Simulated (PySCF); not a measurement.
# C$_{3}$H$_{3}$ClF$_{2}$O, SMILES `O=CCC(F)(F)Cl`: electronic structure

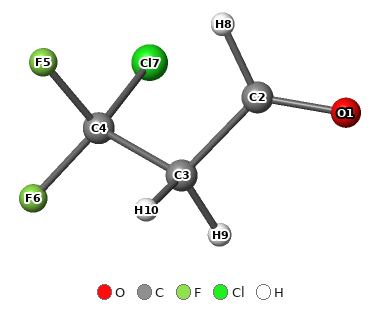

The molecule, with its atoms numbered as below. No frequency check shows the geometry to be a minimum.

Coordinates in Å:

```
O1       2.8537    0.2645   -0.1655
C2       1.8228   -0.1232    0.2903
C3       0.7199   -0.7687   -0.5269
C4      -0.6569   -0.3796   -0.0242
F5      -0.8648   -0.8229    1.2301
F6      -1.6252   -0.9346   -0.7732
Cl7     -0.8804    1.3970   -0.0343
H8       1.5934   -0.0634    1.3688
H9       0.8178   -0.4998   -1.5798
H10      0.8207   -1.8555   -0.4300
```

## 1. Bonding charge

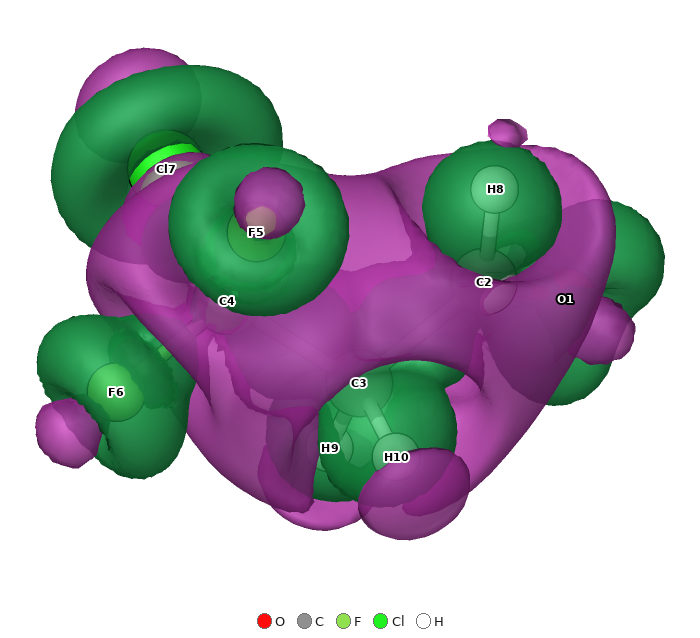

Deformation density (molecule less spherical, spin-averaged free atoms at the same positions), surfaces at ±0.04 e/Å³; green: gain, purple: loss.

Level of theory: PBE0/aug-cc-pVDZ (PySCF), at a geometry from GFN2-xTB.

> Describe the bonding that the map shows.

C2–H8: +0.76 e/Å³ at the bond critical point (bond length 1.10 Å). C3–H9: +0.71 e/Å³ at the bond critical point (bond length 1.09 Å). C3–H10: +0.67 e/Å³ at the bond critical point (bond length 1.10 Å). O1–C2: +0.62 e/Å³ at the bond critical point (bond length 1.19 Å). C3–C4: +0.52 e/Å³ at the bond critical point (bond length 1.52 Å). C2–C3: +0.51 e/Å³ at the bond critical point (bond length 1.52 Å). C4–Cl7: +0.25 e/Å³ at the bond critical point (bond length 1.79 Å). C4–F6: +0.05 e/Å³ at the bond critical point (bond length 1.34 Å); up to 0.6 Å beside the axis the gain reaches +0.27 e/Å³. C4–F5: +0.04 e/Å³ at the bond critical point (bond length 1.35 Å); up to 0.6 Å beside the axis the gain reaches +0.26 e/Å³. In all, 2.4 electrons gather in the regions of gain relative to the promolecule. A small or negative value marks a very polar bond, one between electron-rich atoms, whose free-atom densities already overlap strongly, a long bond to a heavier atom, or a closed-shell contact such as a hydrogen bond.

> Where do the Hirshfeld charges lie?

The highest Hirshfeld charge is on C4 (+0.20 e), the lowest on O1 (−0.21 e).

## 2. Bond critical points

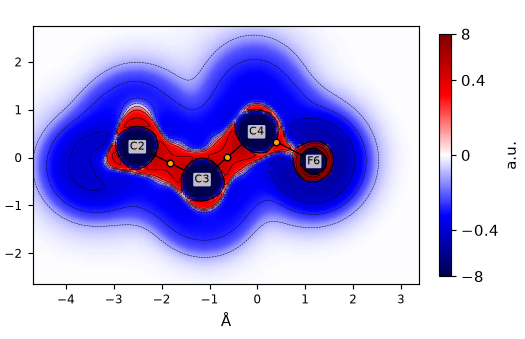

Negative Laplacian of the density (−∇²ρ) in the plane of C2, C3, C4 and F6 (red positive, blue negative, colour scale in a.u., logarithmic beyond ±0.04), with bond paths and bond critical points (dots).

> Sort the bonds in the plane by the sign of ∇²ρ at their critical points.

Concentrated (∇²ρ < 0): C4–F6 (−0.25 a.u.); C3–C4 (−0.60 a.u.); C2–C3 (−0.57 a.u.). At none is it depleted.

> Where along C4–F6 does the critical point lie?

0.46 Å from C4 and 0.89 Å from F6.

## 3. Local ionisation energy

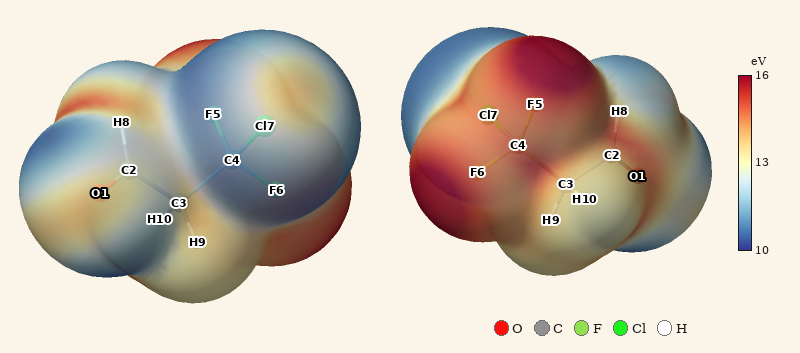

Average local ionisation energy on the surface of electron density 0.001 a.u. (back view left, front view right).

> Locate the minima of the map.

The lowest value is 10.4 eV, 1.9 Å from O1. Further minima include 10.6 eV, 1.8 Å from O1; 10.7 eV, 2.1 Å from Cl7; 10.7 eV, 2.1 Å from Cl7. For comparison, the highest occupied orbital lies at −8.1 eV.

## 4. Excited states

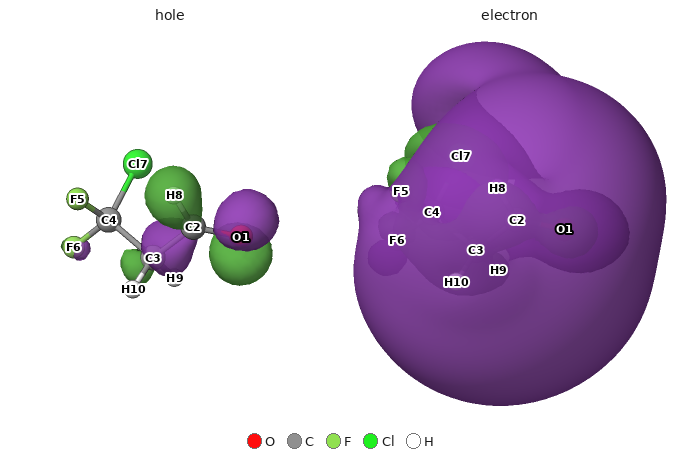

Leading natural transition orbital pair of S₂ (TDA singlet states); the surfaces enclose about 85 % of each orbital's density.

Method: CAM-B3LYP/6-31+G*; geometry: GFN2-xTB; program: PySCF.

> Give its energy and the atoms that hole and electron lie on.

7.48 eV (166 nm), f = 0.004, diffuse (Rydberg-like) orbital; the leading pair carries 100 %; hole on O1 (60 %), C2 (14 %) and C3 (11 %), electron on C2 (26 %), Cl7 (18 %) and C3 (15 %) (atom shares of so diffuse an orbital are rough); their centroids lie 0.9 Å apart. In canonical orbitals it is mainly HOMO → LUMO+1 (74 %). The HOMO–LUMO gap is 9.47 eV.

## 5. Removing or adding an electron

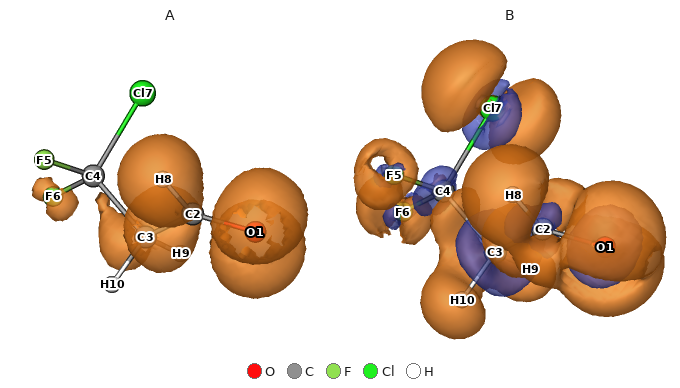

The Fukui function f⁻ from two separate SCF calculations and the density of the HOMO, at ±0.015 e/Å³ (orange positive, blue negative).

PySCF calculation, BLYP/def2-SVPD, gas phase; geometry: GFN2-xTB.

> Which panel is which, and how good is the frozen-orbital picture?

B is f⁻ (it has negative regions), A the HOMO density. The HOMO lies on O1 (63 %), C2 (13 %) and C3 (10 %); f⁻ (Hirshfeld-condensed) is largest on O1 (0.30) and Cl7 (0.20); the vertical ionisation energy is 10.17 eV (the stability of the cation's solution wasn't checked). Relaxation shifts 39 % of the electron between atoms. The orbital energy is −6.50 eV.

## 6. Localised orbitals

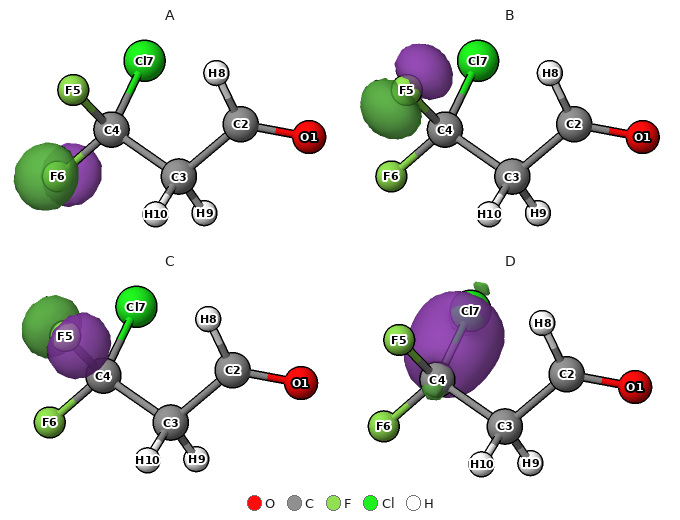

Pipek–Mezey orbitals, occupied; each surface holds about 70 % of the orbital's density. Energies are diagonal elements of the Fock matrix.

Method: B3LYP/6-311+G**; geometry: GFN2-xTB; program: PySCF.

> What does each orbital represent in a Lewis picture?

By panel:
- A: lone pair on F6 (p-type) (F6 97 %; −13.3 eV)
- B: lone pair on F5 (p-type) (F5 97 %; −13.4 eV)
- C: lone pair on F5 (p-type) (F5 97 %; −13.2 eV)
- D: σ bond Cl7–C4 (Cl7 56 %, C4 43 %; −17.7 eV)

> How do all the valence pairs divide up?

21 pairs: 11 lone pairs, 9 σ bonds and 1 two-centre π bond.

The PySCF runs shown took 35 s, 9.7 min, 17 min and 44 s on 1 thread of Arm Neoverse V1, on a shared host.
